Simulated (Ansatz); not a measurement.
SiO2: response to strain

Consider SiO2 in the rutile structure (space group P4_2/mnm, No. 136; a = 4.1549 Å, c = 2.6615 Å). Axes: x, y, z lie along a, b, c of the conventional cell.

Strains are applied to the cell and any free atomic positions relax.

Method: LDA (Ansatz, a program for electronic structure; PAW; 420 eV plane waves; no spin-orbit coupling).

Notes on the quantities. pressure: mean of the normal stresses, compression positive.

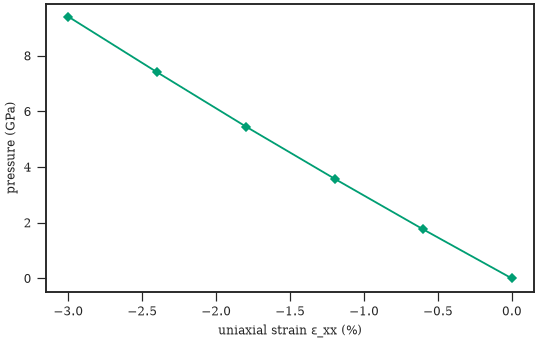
Figure: Pressure against uniaxial strain ε_xx

**Question.** From the plot, what is the pressure for uniaxial strain ε_xx = −0.60 %?

**Answer.** About 1.8 GPa.

**Question.** Is the trend monotonic over the range shown?

**Answer.** Yes, it falls throughout, spanning -0.01 GPa to 9.40 GPa.

No phonon test of stability was made.
